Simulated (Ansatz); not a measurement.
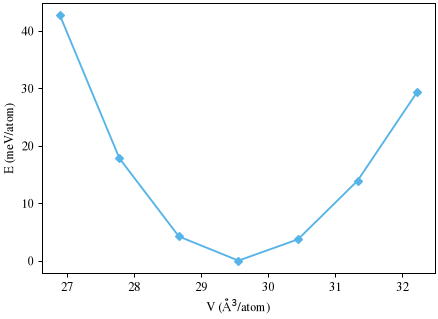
*SnTe₂ in space group R-3m (No. 166; Sn on 3a, Te on 6c) under volume change, plane-wave PAW LDA (Ansatz code), shape and atoms relaxed at each volume.*

### Question
What does a third-order Birch–Murnaghan fit give for V₀, B₀ and B′?

### Answer
V₀ = 29.56 Å³/atom, B₀ = 46.7 GPa, B′ = 5.3.

The cell is a constructed one: a structure type filled with these elements; neither database checked (COD, Materials Project) lists it. Its standing as an ambient phase is unchecked. The LDA relaxation kept the symmetry of its start; of distortions, only those at the zone centre were tested. A crystal of weakly bound layers computed without a dispersion correction: the cell and the soft elastic constants depend strongly on that. Scalar-relativistic: spin–orbit coupling is off unless named, which matters more the heavier the elements.

Potentials: the later of the program's two PAW sets.
